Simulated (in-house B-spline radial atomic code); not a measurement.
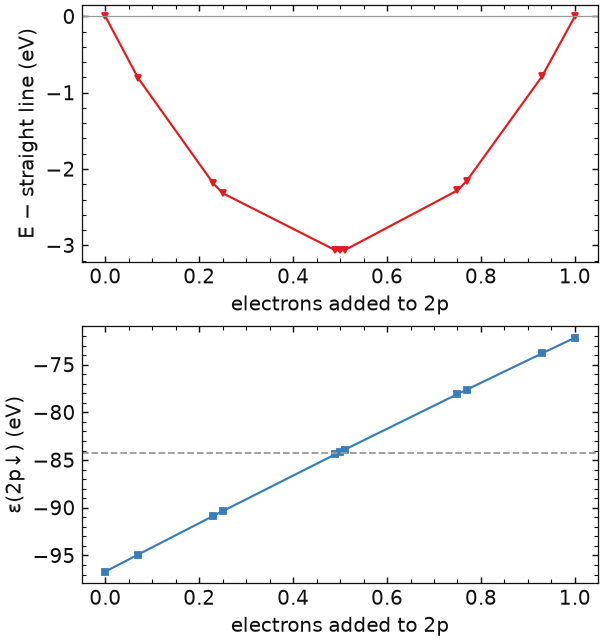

Computed with an in-house B-spline radial code: scalar-relativistic (spin-free one-electron X2C) CAM-B3LYP, spin-polarised, spherical fractional occupations, Fermi nucleus, basis-set limit. The occupation of the 2p shell is varied from Mg³⁺ ([He] 2s2 2p5 (high spin)) to Mg²⁺ ([Ne]), with spherical fractional occupations. The plot shows the total energy less the straight line between the end points, and the eigenvalue of 2p↓ (the dashed line is minus the energy to take the whole electron out).

Q: What does the shape say about the method?

A: The curve is convex (below the straight line), with the largest deviation among the points computed, −3.06 eV, at 0.5. The end points differ by 84.2 eV, the energy to take the electron out. The eigenvalue, which is the slope of the energy (Janak's theorem), moves from −96.7 eV at 0 to −72.2 eV at 1; for a straight line it would stay constant, and a parabola would sag by an eighth of this change, scaled to a whole electron, 3.06 eV. Convexity is the mark of the delocalisation error, which puts fractional charges too low; for p, d and f shells the spherical spreading of the fraction adds to it. Exact exchange at spherical fractional occupations leaves self-interaction in partly filled shells, which adds to the curvature.
